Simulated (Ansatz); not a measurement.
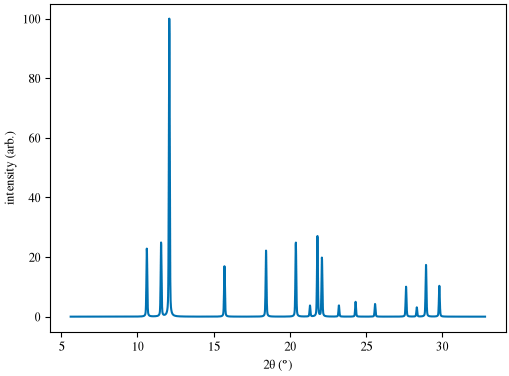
Figure: Simulated powder pattern, Ag Kα, λ = 0.560885 Å

The pattern belongs to a structure relaxed with r²SCAN+D4 in the plane-wave PAW code Ansatz.

Question: Which of these materials gives this?
A. Ge, diamond
B. Tl, hcp (Mg type)
C. Mn, Cmcm (Mn on 4c)
D. P, black phosphorus

Answer: B, Tl, hcp (Mg type)

Space group P6_3/mmc (hcp (Mg type)). The r²SCAN+D4 relaxation kept the symmetry of its start. The pairwise dispersion correction was not fitted to metals. Scalar-relativistic: spin–orbit coupling is off unless named, which matters more the heavier the elements.

Potentials: the earlier of the program's two PAW sets.
